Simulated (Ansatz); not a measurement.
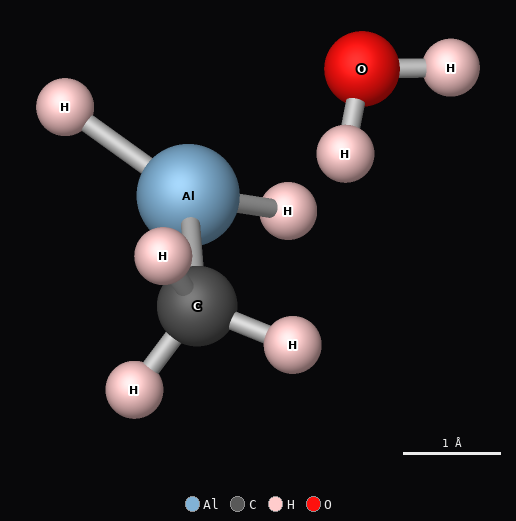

Fig. 1: The starting structure (ball-and-stick view, seen at a tilt). Sticks mark near contacts. Bond lengths as drawn: Al–C 1.97 Å, Al–H 1.58 Å, C–H 1.09 Å and H–O 0.95 to 0.97 Å.

## Geometry relaxation, with input and output: CH7AlO (part 1 of 2)

- system: CH7AlO
- method: RHF/def2-mTZVP (Ansatz 0.2.0)

It belongs to a series of runs on one base structure; here: end point A relaxed.

Output:
```
The last accepted step is kept in [file] (removed where the run ends without a failure and the disk answers)
Engine: ansatz 0.2.0, aarch64-unknown-linux-gnu
Functional definition: HF
  exchange = exact_x
  correlation = 0
883 factors; integrals over basis functions are off by at most 5.3e-4 eV
mean field evaluation 1: about -9758.3257 eV, gradient 4.0e1 eV
mean field evaluation 2: about -9758.4747 eV, gradient 4.1e1 eV
mean field evaluation 4: about -9761.9484 eV, gradient 3.2e0 eV
mean field evaluation 8: about -9761.9889 eV, gradient 1.9e-1 eV
mean field -9761.98904940 eV, -358.7464806517 hartree, gradient 6.6e-5 eV, S^2 0.000000; 0 other end points of the search recorded, 0 dependent functions left out
the calculation of the forces begins
reference -9761.98904940 eV, -358.7464806517 hartree; 17, 17 occupied and 69, 69 virtual orbitals, 883 factors
relax step   1: F+E_penalty+E_count = -9761.98904940 eV  Δ(F+E_penalty+E_count) = +0.000e0 eV  max|allowed force component| = 1.057e0 eV/Å  Δτ_max = 0.0000 Å  (34 SCF iters, accepted)
these checks for a lower state are left out or cut short: starts, cluster_reference, orbital_swaps, neighbouring_geometries, increment
883 factors; integrals over basis functions are off by at most 5.4e-4 eV
mean field evaluation 16: about -9761.9758 eV, gradient 3.3e-3 eV
mean field -9761.97580940 eV, -358.7459940904 hartree, gradient 7.6e-6 eV, S^2 0.000000; 0 other end points of the search recorded, 0 dependent functions left out
the calculation of the forces begins
reference -9761.97580940 eV, -358.7459940904 hartree; 17, 17 occupied and 69, 69 virtual orbitals, 883 factors
relax step   2: F+E_penalty+E_count = -9761.97580940 eV  Δ(F+E_penalty+E_count) = +1.324e-2 eV  max|allowed force component| = 3.119e0 eV/Å  Δτ_max = 0.1973 Å  (35 SCF iters, rejected (line search))
these checks for a lower state are left out or cut short: starts, cluster_reference, orbital_swaps, neighbouring_geometries, increment
883 factors; integrals over basis functions are off by at most 5.3e-4 eV
mean field -9762.05783876 eV, -358.7490086140 hartree, gradient 7.7e-6 eV, S^2 0.000000; 0 other end points of the search recorded, 0 dependent functions left out
the calculation of the forces begins
reference -9762.05783876 eV, -358.7490086140 hartree; 17, 17 occupied and 69, 69 virtual orbitals, 883 factors
relax step   3: F+E_penalty+E_count = -9762.05783876 eV  Δ(F+E_penalty+E_count) = -6.879e-2 eV  max|allowed force component| = 8.793e-1 eV/Å  Δτ_max = 0.0967 Å  (35 SCF iters, accepted)
these checks for a lower state are left out or cut short: starts, cluster_reference, orbital_swaps, neighbouring_geometries, increment
883 factors; integrals over basis functions are off by at most 5.2e-4 eV
mean field evaluation 32: about -9761.9222 eV, gradient 5.6e-2 eV
mean field -9762.12943242 eV, -358.7516396324 hartree, gradient 8.1e-6 eV, S^2 0.000000; 0 other end points of the search recorded, 0 dependent functions left out
the calculation of the forces begins
reference -9762.12943242 eV, -358.7516396324 hartree; 17, 17 occupied and 69, 69 virtual orbitals, 883 factors
relax step   4: F+E_penalty+E_count = -9762.12943242 eV  Δ(F+E_penalty+E_count) = -7.159e-2 eV  max|allowed force component| = 1.345e0 eV/Å  Δτ_max = 0.1000 Å  (35 SCF iters, accepted)
these checks for a lower state are left out or cut short: starts, cluster_reference, orbital_swaps, neighbouring_geometries, increment
883 factors; integrals over basis functions are off by at most 5.2e-4 eV
mean field -9762.25750136 eV, -358.7563460791 hartree, gradient 7.1e-6 eV, S^2 0.000000; 0 other end points of the search recorded, 0 dependent functions left out
the calculation of the forces begins
reference -9762.25750136 eV, -358.7563460791 hartree; 17, 17 occupied and 69, 69 virtual orbitals, 883 factors
relax step   5: F+E_penalty+E_count = -9762.25750136 eV  Δ(F+E_penalty+E_count) = -1.281e-1 eV  max|allowed force component| = 1.764e0 eV/Å  Δτ_max = 0.1468 Å  (35 SCF iters, accepted)
these checks for a lower state are left out or cut short: starts, cluster_reference, orbital_swaps, neighbouring_geometries, increment
883 factors; integrals over basis functions are off by at most 5.3e-4 eV
mean field -9762.44795802 eV, -358.7633452325 hartree, gradient 2.6e-5 eV, S^2 0.000000; 0 other end points of the search recorded, 0 dependent functions left out
the calculation of the forces begins
reference -9762.44795802 eV, -358.7633452325 hartree; 17, 17 occupied and 69, 69 virtual orbitals, 883 factors
relax step   6: F+E_penalty+E_count = -9762.44795802 eV  Δ(F+E_penalty+E_count) = -1.905e-1 eV  max|allowed force component| = 1.571e0 eV/Å  Δτ_max = 0.1953 Å  (34 SCF iters, accepted)
these checks for a lower state are left out or cut short: starts, cluster_reference, orbital_swaps, neighbouring_geometries, increment
883 factors; integrals over basis functions are off by at most 6.2e-4 eV
mean field evaluation 64: about -9762.5266 eV, gradient 2.0e-4 eV
mean field -9762.52661705 eV, -358.7662358984 hartree, gradient 2.4e-5 eV, S^2 0.000000; 0 other end points of the search recorded, 0 dependent functions left out
the calculation of the forces begins
reference -9762.52661705 eV, -358.7662358984 hartree; 17, 17 occupied and 69, 69 virtual orbitals, 883 factors
relax step   7: F+E_penalty+E_count = -9762.52661705 eV  Δ(F+E_penalty+E_count) = -7.866e-2 eV  max|allowed force component| = 9.450e-1 eV/Å  Δτ_max = 0.1949 Å  (34 SCF iters, accepted)
these checks for a lower state are left out or cut short: starts, cluster_reference, orbital_swaps, neighbouring_geometries, increment
883 factors; integrals over basis functions are off by at most 6.5e-4 eV
mean field -9762.57077128 eV, -358.7678585364 hartree, gradient 2.5e-5 eV, S^2 0.000000; 0 other end points of the search recorded, 0 dependent functions left out
the calculation of the forces begins
reference -9762.57077128 eV, -358.7678585364 hartree; 17, 17 occupied and 69, 69 virtual orbitals, 883 factors
relax step   8: F+E_penalty+E_count = -9762.57077128 eV  Δ(F+E_penalty+E_count) = -4.415e-2 eV  max|allowed force component| = 4.132e-1 eV/Å  Δτ_max = 0.2000 Å  (33 SCF iters, accepted)
these checks for a lower state are left out or cut short: starts, cluster_reference, orbital_swaps, neighbouring_geometries, increment
883 factors; integrals over basis functions are off by at most 5.9e-4 eV
mean field -9762.58053820 eV, -358.7682174642 hartree, gradient 2.5e-5 eV, S^2 0.000000; 0 other end points of the search recorded, 0 dependent functions left out
the calculation of the forces begins
reference -9762.58053820 eV, -358.7682174642 hartree; 17, 17 occupied and 69, 69 virtual orbitals, 883 factors
relax step   9: F+E_penalty+E_count = -9762.58053820 eV  Δ(F+E_penalty+E_count) = -9.767e-3 eV  max|allowed force component| = 1.380e-1 eV/Å  Δτ_max = 0.1069 Å  (33 SCF iters, accepted)
these checks for a lower state are left out or cut short: starts, cluster_reference, orbital_swaps, neighbouring_geometries, increment
883 factors; integrals over basis functions are off by at most 6.0e-4 eV
mean field -9762.58307664 eV, -358.7683107502 hartree, gradient 2.5e-5 eV, S^2 0.000000; 0 other end points of the search recorded, 0 dependent functions left out
the calculation of the forces begins
reference -9762.58307664 eV, -358.7683107502 hartree; 17, 17 occupied and 69, 69 virtual orbitals, 883 factors
relax step  10: F+E_penalty+E_count = -9762.58307664 eV  Δ(F+E_penalty+E_count) = -2.538e-3 eV  max|allowed force component| = 4.701e-2 eV/Å  Δτ_max = 0.0281 Å  (33 SCF iters, accepted)
these checks for a lower state are left out or cut short: starts, cluster_reference, orbital_swaps, neighbouring_geometries, increment
883 factors; integrals over basis functions are off by at most 6.0e-4 eV
mean field evaluation 96: about -9762.5803 eV, gradient 1.2e0 eV
mean field -9762.58324554 eV, -358.7683169569 hartree, gradient 2.5e-5 eV, S^2 0.000000; 0 other end points of the search recorded, 0 dependent functions left out
the calculation of the forces begins
reference -9762.58324554 eV, -358.7683169569 hartree; 17, 17 occupied and 69, 69 virtual orbitals, 883 factors
relax step  11: F+E_penalty+E_count = -9762.58324554 eV  Δ(F+E_penalty+E_count) = -1.689e-4 eV  max|allowed force component| = 1.281e-2 eV/Å  Δτ_max = 0.0081 Å  (35 SCF iters, accepted)
```

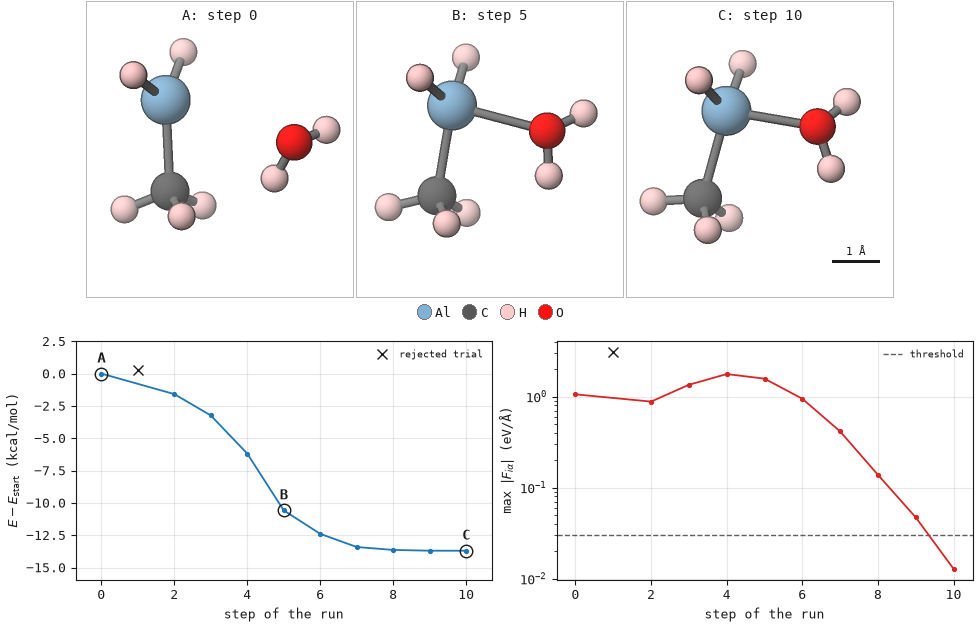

Fig. 2: Frames of the relaxation (ball-and-stick view, seen on its broad side) above the curves, on which the letters mark them (the first geometry is step 0 here and step 1 in the log).

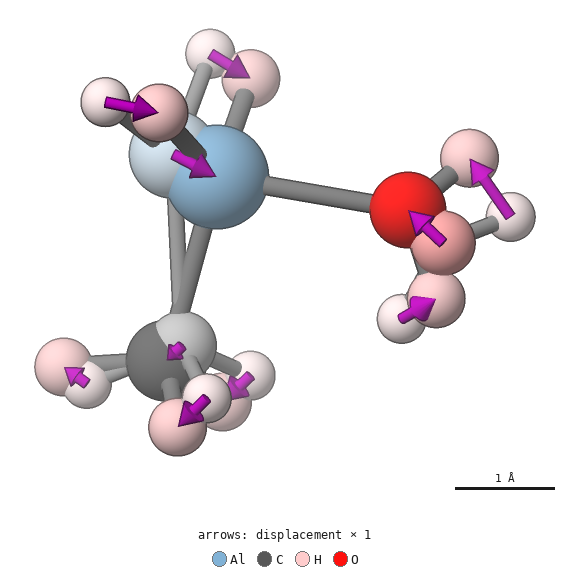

Fig. 3: Start (faint) and end (solid) with the displacements as pink arrows, at true length (ball-and-stick view, seen on its broad side). The two geometries are laid on each other by the best rigid fit. The atom that moves furthest after the best rigid fit is H9 (0.73 Å). By element the largest moves are H 0.73 Å, Al 0.50 Å, O 0.50 Å, C 0.23 Å. Among the contacts that change: Al1–O8 2.968 → 2.042 Å, O8–H10 0.969 → 0.949 Å, Al1–H7 1.583 → 1.602 Å, Al1–C2 1.971 → 1.984 Å. New bonds form: Al1–O8 (2.97 → 2.04 Å). Among the angles that change: H6–Al1–H7 119.6° → 116.7°, C2–Al1–H7 121.3° → 118.7°. Over 10 geometry steps the energy falls by 13.7 kcal/mol. Largest force component: 1.1 eV/Å at the start, 0.013 eV/Å at the end. The line search rejected the trial step at point 1 (counted from 0) and went back. (Atoms are counted from 1 in the order of the input.)

```
883 factors; integrals over basis functions are off by at most 6.0e-4 eV
mean field -9762.58324554 eV, -358.7683169569 hartree, gradient 2.5e-5 eV, S^2 0.000000; 1 other end points of the search recorded, 0 dependent functions left out
the calculation of the forces begins
reference -9762.58324554 eV, -358.7683169569 hartree; 17, 17 occupied and 69, 69 virtual orbitals, 883 factors
Total energy: -9762.58324554 eV, -358.7683169569 hartree
Atom 0 at     0.025885    -0.126009     0.312980 Å, force    -0.000446    -0.012809    -0.009301 eV/Å
Atom 1 at     0.028257     0.279568     2.255289 Å, force     0.001126     0.009118    -0.006084 eV/Å
Atom 2 at    -0.899807     0.004490     2.753072 Å, force    -0.004809    -0.002060     0.004791 eV/Å
Atom 3 at     0.840282    -0.212909     2.788447 Å, force     0.004009    -0.002880     0.002930 eV/Å
Atom 4 at     0.161247     1.344344     2.434233 Å, force    -0.001366    -0.002431    -0.001774 eV/Å
Atom 5 at     1.395852     0.011282    -0.486596 Å, force    -0.005068     0.004148     0.003428 eV/Å
Atom 6 at    -1.321743     0.110812    -0.520554 Å, force     0.006436     0.005634     0.005130 eV/Å
Atom 7 at    -0.184995    -2.153809     0.430965 Å, force     0.001814     0.002007     0.000308 eV/Å
Atom 8 at    -0.921100    -2.494660    -0.061128 Å, force    -0.000265    -0.002258     0.000311 eV/Å
Atom 9 at    -0.234778    -2.510412     1.308694 Å, force    -0.001430     0.001529     0.000261 eV/Å
Dipole moment:    -0.325868    -0.907730     0.248350 e Å
```
